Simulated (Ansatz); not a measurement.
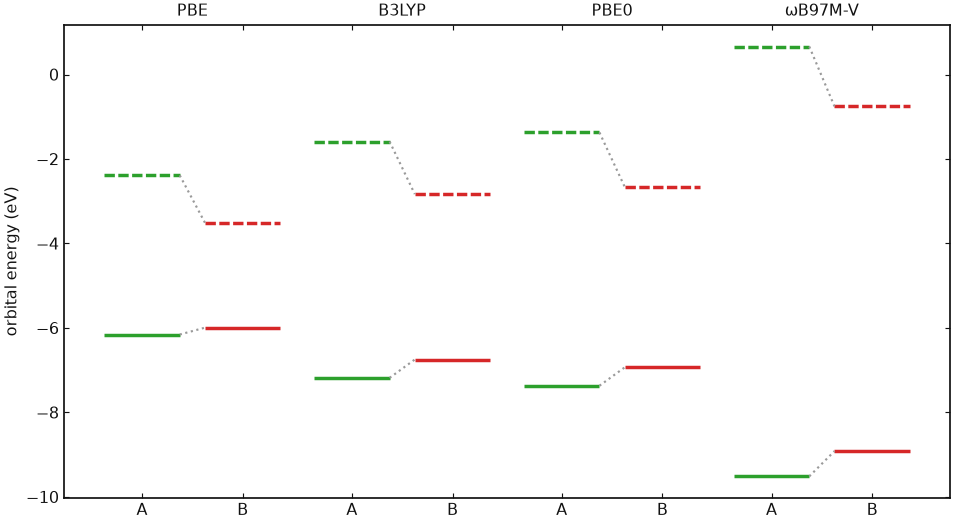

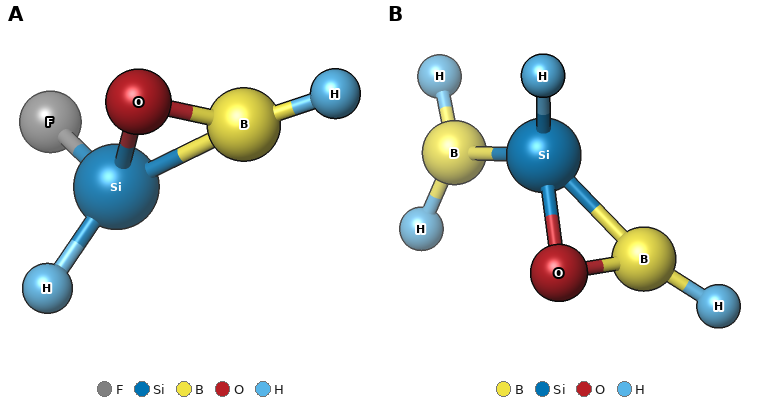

One change: A, BSiH₂OF (SMILES F[Si@H]1BO1), becomes B, B₂SiH₄O (SMILES B[Si@@H]1BO1). F on Si is replaced by BH₂. HOMO (solid) and LUMO (dashed) computed in def2-TZVPP at PBE0-D4/def2-TZVP geometries, both minima by their frequencies, gas phase, the Ansatz code 0.2.0. Empty levels above zero depend strongly on the basis.

What does the change do to HOMO and LUMO?

PBE: the HOMO rises by 0.16 eV, the LUMO falls by 1.12 eV, and the separation goes from 3.77 to 2.49 eV. B3LYP: the HOMO rises by 0.43 eV, the LUMO falls by 1.24 eV, and the separation goes from 5.60 to 3.92 eV. PBE0: the HOMO rises by 0.43 eV, the LUMO falls by 1.29 eV, and the separation goes from 6.00 to 4.28 eV. ωB97M-V: the HOMO rises by 0.60 eV, the LUMO falls by 1.42 eV, and the separation goes from 10.18 to 8.16 eV.

Do the functionals agree on the effect?

They agree on the direction for both levels; the HOMO shift lies between 0.16 and 0.60 eV and the LUMO shift between −1.42 and −1.12 eV, while the separations themselves differ by up to 6.4 eV between functionals.
